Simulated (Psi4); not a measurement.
# One shape, several levels: quartet CH5BN

Wanted: a comparison of 3 runs (UB3LYP/def2-SVPD, UBHLYP/def2-SVPD, UM06-2X/def2-SVPD) of quartet CH5BN. 

The calculation is run with Psi4 1.11.

## 1. The structure to begin with

CH5BN has 8 atoms, charge 0, and is taken as a quartet. As SMILES of the parent species, `B[N]C`. The coordinates come from a PBE0-D4/def2-TZVP relaxation. That shape belongs to the parent species and isn't relaxed for this state.

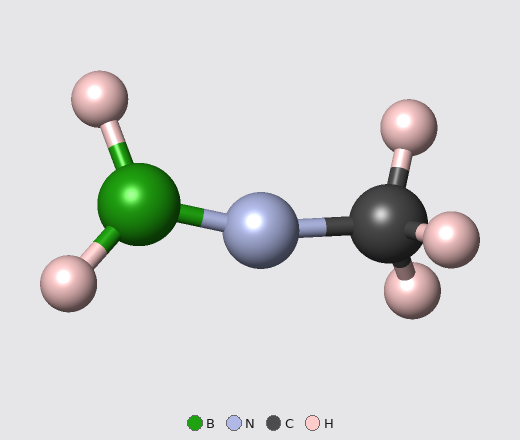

Viewed from a chosen angle; boron green, nitrogen light blue, carbon dark grey, hydrogen pink.

## 2. Energy and gradient at UB3LYP/def2-SVPD (run 1)

Input file job.json:

```json
{
  "schema_name": "qcschema_input",
  "schema_version": 1,
  "molecule": {
    "schema_name": "qcschema_molecule",
    "schema_version": 2,
    "symbols": ["B", "N", "C", "H", "H", "H", "H", "H"],
    "geometry": [-0.7065686, 2.07132881, -1.82358571, 0.11054898, 0.52080852, -0.01644062, 0.64175099, -1.57962207, 1.46793925, -1.90446599, 1.19487383, -3.56288964, -0.27023084, 4.30177255, -1.7415716, -0.1821696, -1.42674322, 3.36106689, 2.67623014, -1.92411914, 1.63518002, -0.19086234, -3.26658058, 0.57523263],
    "molecular_charge": 0,
    "molecular_multiplicity": 4,
    "fix_symmetry": "c1",
    "fix_com": true,
    "fix_orientation": true
  },
  "driver": "gradient",
  "model": {
    "method": "b3lyp",
    "basis": "def2-SVPD"
  },
  "keywords": {
    "reference": "uks",
    "puream": true,
    "e_convergence": 1e-09,
    "d_convergence": 1e-08,
    "scf_type": "pk",
    "dft_radial_points": 99,
    "dft_spherical_points": 590,
    "maxiter": 100
  }
}
```

Command:

```bash
$ psi4 --qcschema job.json -n 1 --memory 2200MB
```

stdout:

```text
[...]
  Running in c1 symmetry.
[...]
  Nuclear repulsion =   63.858645296289914
[...]
  Multiplicity = 4
[...]
  Nalpha       = 13
  Nbeta        = 10
[...]
    Number of basis functions: 100
[...]
   @UKS iter   1:  -120.18455780770340   -2.30762e-01   5.59483e-03 ADIIS/DIIS
[...]
   @UKS iter  13:  -120.39679694416149   -1.16671e-11   9.04023e-09 DIIS
[...]
   @S^2 Observed:                3.760572945E+00
[...]
  @UKS Final Energy:  -120.39679694416149
   => Energetics <=
    Nuclear Repulsion Energy =             63.8586452962899145
    One-Electron Energy =                -286.4157408604106081
    Two-Electron Energy =                 116.8744529374677370
    DFT Exchange-Correlation Energy =     -14.7141543175085499
    Empirical Dispersion Energy =           0.0000000000000000
    VV10 Nonlocal Energy =                  0.0000000000000000
    Total Energy =                       -120.3967969441614940
  UHF NO Occupations:
  HONO-2 :   11  A 1.0000000
  HONO-1 :   12  A 1.0000000
[...]
 Multipole Moments:
 ------------------------------------------------------------------------------------
     Multipole            Electronic (a.u.)      Nuclear  (a.u.)        Total (a.u.)
 ------------------------------------------------------------------------------------
 L = 1.  Multiply by 2.5417464519 to convert [e a0] to [Debye]
 Dipole X            :         -0.7006461            1.2200072            0.5193611
 Dipole Y            :         -4.8043754            3.4037747           -1.4006007
 Dipole Z            :          1.4273042           -0.1583591            1.2689451
 Magnitude           :                                                    1.9600101
[...]
  -Total Gradient:
     Atom            X                  Y                   Z
    ------   -----------------  -----------------  -----------------
       1        0.043795458194    -0.086815796836     0.098034211239
       2       -0.052707097544     0.102091137573    -0.117294549458
       3        0.013902030729    -0.007387744398     0.025015227639
       4        0.003110027857    -0.000364419223     0.005272187041
       5        0.000721558928    -0.005110608135     0.002683741689
       6        0.001346969820    -0.004394155422    -0.011091042274
       7       -0.011376803991    -0.002175100515    -0.003446922185
       8        0.001207866083     0.004155060390     0.000827632054
[...]
```

The result, in JSON:

```text
{
 "driver": "gradient",
 "model": {
  "method": "b3lyp",
  "basis": "def2-SVPD"
 },
 "success": true,
 "return_result": [0.04379545819405849, -0.08681579683586746, 0.09803421123938996, -0.05270709754407339, 0.10209113757279348, -0.11729454945833795, 0.01390203072895696, -0.007387744397615845, 0.025015227638605225, 0.003110027856680825, -0.0003644192233683702, 0.0052721870410051275, 0.0007215589282422233, -0.005110608135193234, 0.0026837416891185486, 0.001346969820021457, -0.0043941554223304105, -0.011091042274052998, -0.011376803991216405, -0.0021751005145915284, -0.0034469221853887424, 0.0012078660834549393, 0.004155060389857218, 0.0008276320542178889],
 "properties": {
  "calcinfo_nbasis": 100,
  "calcinfo_nmo": 100,
  "calcinfo_nalpha": 13,
  "calcinfo_nbeta": 10,
  "calcinfo_natom": 8,
  "nuclear_repulsion_energy": 63.858645296289914,
  "return_energy": -120.3967969441615,
  "return_gradient": [0.04379545819405849, -0.08681579683586746, 0.09803421123938996, -0.05270709754407339, 0.10209113757279348, -0.11729454945833795, 0.01390203072895696, -0.007387744397615845, 0.025015227638605225, 0.003110027856680825, -0.0003644192233683702, 0.0052721870410051275, 0.0007215589282422233, -0.005110608135193234, 0.0026837416891185486, 0.001346969820021457, -0.0043941554223304105, -0.011091042274052998, -0.011376803991216405, -0.0021751005145915284, -0.0034469221853887424, 0.0012078660834549393, 0.004155060389857218, 0.0008276320542178889],
  "scf_one_electron_energy": -286.4157408604106,
  "scf_two_electron_energy": 116.87445293746774,
  "scf_xc_energy": -14.71415431750855,
  "scf_dipole_moment": [0.519361055784354, -1.4006006812410052, 1.268945061883008],
  "scf_total_energy": -120.3967969441615,
  "scf_total_gradient": [0.04379545819405849, -0.08681579683586746, 0.09803421123938996, -0.05270709754407339, 0.10209113757279348, -0.11729454945833795, 0.01390203072895696, -0.007387744397615845, 0.025015227638605225, 0.003110027856680825, -0.0003644192233683702, 0.0052721870410051275, 0.0007215589282422233, -0.005110608135193234, 0.0026837416891185486, 0.001346969820021457, -0.0043941554223304105, -0.011091042274052998, -0.011376803991216405, -0.0021751005145915284, -0.0034469221853887424, 0.0012078660834549393, 0.004155060389857218, 0.0008276320542178889],
  "scf_iterations": 13
 }
}
```

Run time: 96 s. Hardware: 1 thread of Intel Xeon Platinum 8175M at 2.50GHz (Skylake/Cascade Lake), shared host; peak memory 1 GiB.

## 3. Energy and forces at UBHLYP/def2-SVPD (run 2)

Input file input.inp:

```
memory 2200 mb

molecule molecule1 {
  0 4
  B
  N 1 1.332179
  C 2 1.38977 1 164.57208
  H 1 1.20999 2 118.68565 3 0.2536
  H 1 1.203456 4 120.25709 2 -179.9902
  H 3 1.095557 2 112.16523 1 -118.63753
  H 3 1.095506 6 109.23966 2 125.02563
  H 3 1.101909 7 107.02394 6 -115.53757
  symmetry c1
  no_reorient
  no_com
}

set globals {
  basis                def2-SVPD
  reference            uks
  puream               true
  e_convergence        1e-09
  d_convergence        1e-08
  scf_type             pk
  dft_radial_points    99
  dft_spherical_points 590
  maxiter              100
}

result, w = gradient("bhhlyp", return_wfn=True)
oeprop(w, "WIBERG_LOWDIN_INDICES", "QUADRUPOLE", "MULLIKEN_CHARGES", title="BHHLYP")
```

Command:

```bash
$ psi4 -i input.inp -o input.out -n 1
```

input.out:

```text
[...]
  Running in c1 symmetry.
[...]
  Nuclear repulsion =   63.858630363550844
[...]
  Multiplicity = 4
[...]
  Nalpha       = 13
  Nbeta        = 10
[...]
    Number of basis functions: 100
[...]
   @UKS iter   1:  -120.16475853355571   -4.00171e-01   4.33006e-03 DIIS/ADIIS
[...]
   @UKS iter  13:  -120.31291764705982   -1.48788e-11   8.17220e-09 DIIS
[...]
   @S^2 Observed:                3.767986429E+00
[...]
  @UKS Final Energy:  -120.31291764705982
   => Energetics <=
    Nuclear Repulsion Energy =             63.8586303635508443
    One-Electron Energy =                -286.2923888967752646
    Two-Electron Energy =                 111.5391737854624097
    DFT Exchange-Correlation Energy =      -9.4183328992978108
    Empirical Dispersion Energy =           0.0000000000000000
    VV10 Nonlocal Energy =                  0.0000000000000000
    Total Energy =                       -120.3129176470598196
  UHF NO Occupations:
  HONO-2 :   11  A 1.0000000
  HONO-1 :   12  A 1.0000000
[...]
  -Total Gradient:
     Atom            X                  Y                   Z
    ------   -----------------  -----------------  -----------------
       1       -0.000059364796    -0.002448105434     0.152746502330
       2        0.000064717565     0.001719480574    -0.169201344615
       3        0.000149451724     0.013150249448     0.014902389852
       4        0.000004412456     0.000232993270     0.000095939334
       5       -0.000000427899     0.000835917289     0.000522077219
       6        0.001752008555    -0.005571248064     0.000403199739
       7       -0.001888441049    -0.005564174914     0.000388798731
       8       -0.000022355076    -0.002355695559     0.000143311636
[...]
 Multipole Moments:
 ------------------------------------------------------------------------------------
     Multipole            Electronic (a.u.)      Nuclear  (a.u.)        Total (a.u.)
 ------------------------------------------------------------------------------------
 L = 1.  Multiply by 2.5417464519 to convert [e a0] to [Debye]
 Dipole X            :         -0.0001673           -0.0008773           -0.0010447
 Dipole Y            :          0.6449125           -0.9056601           -0.2607476
 Dipole Z            :         -0.1337460            2.2256113            2.0918653
 Magnitude           :                                                    2.1080538
 L = 2.  Multiply by 1.3450342976 to convert [e a0^2] to [Debye ang]
 Quadrupole XX       :        -22.0966900            5.6984037          -16.3982863
 Quadrupole XY       :         -0.0291563            0.0331330            0.0039767
[...]
```

Wall time 90 s (1 thread of Intel Xeon Platinum 8175M at 2.50GHz (Skylake/Cascade Lake), shared host); peak memory 1 GiB.

## 4. The energy at UM06-2X/def2-SVPD (run 3)

Input file calc.inp:

```
memory 2.2 GB

molecule {
  0 4
  B
  N 1 1.332179
  C 2 1.38977 1 164.57208
  H 1 1.20999 2 118.68565 3 0.2536
  H 1 1.203456 4 120.25709 2 -179.9902
  H 3 1.095557 2 112.16523 1 -118.63753
  H 3 1.095506 6 109.23966 2 125.02563
  H 3 1.101909 7 107.02394 6 -115.53757
  symmetry c1
}

set globals {
  basis def2-SVPD
  reference uks
  puream true
  e_convergence 1e-09
  d_convergence 1e-08
  scf_type pk
  dft_radial_points 99
  dft_spherical_points 590
  maxiter 100
}

e, wfn = energy("m06-2x", return_wfn=True)
oeprop(wfn, "MAYER_INDICES", "DIPOLE", "MULLIKEN_CHARGES")
```

Command:

```bash
$ psi4 -n 1 calc.inp calc.out
```

calc.out:

```text
[...]
  Running in c1 symmetry.
[...]
  Nuclear repulsion =   63.858630363550844
[...]
  Multiplicity = 4
[...]
  Nalpha       = 13
  Nbeta        = 10
[...]
    Number of basis functions: 100
[...]
   @UKS iter   1:  -120.16177900612273   -3.25484e-01   4.39763e-03 ADIIS/DIIS
[...]
   @UKS iter  13:  -120.31171684683427   -2.77254e-11   8.19790e-09 DIIS
[...]
   @S^2 Observed:                3.762726070E+00
[...]
  @UKS Final Energy:  -120.31171684683427
   => Energetics <=
    Nuclear Repulsion Energy =             63.8586303635508443
    One-Electron Energy =                -286.2867546221860948
    Two-Electron Energy =                 110.8313453614619277
    DFT Exchange-Correlation Energy =      -8.7149379496609498
    Empirical Dispersion Energy =           0.0000000000000000
    VV10 Nonlocal Energy =                  0.0000000000000000
    Total Energy =                       -120.3117168468342726
  UHF NO Occupations:
  HONO-2 :   11  A 1.0000000
  HONO-1 :   12  A 1.0000000
[...]
 Multipole Moments:
 ------------------------------------------------------------------------------------
     Multipole            Electronic (a.u.)      Nuclear  (a.u.)        Total (a.u.)
 ------------------------------------------------------------------------------------
 L = 1.  Multiply by 2.5417464519 to convert [e a0] to [Debye]
 Dipole X            :         -0.0001679           -0.0008773           -0.0010452
 Dipole Y            :          0.6397240           -0.9056601           -0.2659362
 Dipole Z            :         -0.1966921            2.2256113            2.0289191
 Magnitude           :                                                    2.0462737
[...]
  Mulliken Charges: (a.u.)
   Center  Symbol    Alpha    Beta     Spin     Total
       1     B     3.65236  2.73753  0.91483 -1.38988
       2     N     4.30210  2.70812  1.59398 -0.01022
       3     C     2.66341  2.75917 -0.09576  0.57743
       4     H     0.40643  0.20553  0.20090  0.38804
       5     H     0.37812  0.21768  0.16044  0.40420
       6     H     0.53820  0.45672  0.08147  0.00508
       7     H     0.53838  0.45678  0.08160  0.00484
       8     H     0.52101  0.45848  0.06253  0.02051
   Total alpha = 13.00000, Total beta = 10.00000, Total charge =  0.00000
[...]
```

Wall time 2.3 min (1 thread of Intel Xeon Platinum 8175M at 2.50GHz (Skylake/Cascade Lake), shared host); peak memory 1.2 GiB.

## 5. Overview of the runs

| run | level | task | energy (Eh) | dipole moment (D) | HOMO energy (eV) | ⟨S²⟩ | wall time |
| --- | --- | --- | --- | --- | --- | --- | --- |
| 1 | UB3LYP/def2-SVPD | gradient | -120.396797 | 4.98 | -2.21 | 3.761 | 96 s |
| 2 | UBHLYP/def2-SVPD | gradient | -120.312918 | 5.36 | -3.24 | 3.768 | 90 s |
| 3 | UM06-2X/def2-SVPD | energy | -120.311717 | 5.20 | -3.18 | 3.763 | 2.3 min |

## 6. Outcome

| quantity | value |
| --- | --- |
| run 3: total energy | -120.31172 Eh |
| run 3: dipole moment | 5.20 D |
| run 3: HOMO energy (highest over α and β) | -3.18 eV |
| run 3: ⟨S²⟩ | 3.763 |

**Reading.** The dipole moment (its size) runs from 4.98 D (UB3LYP/def2-SVPD) to 5.36 D (UBHLYP/def2-SVPD). Totals of different functionals can't be ranked against each other. All runs together took 5.4 min, the longest 2.3 min.
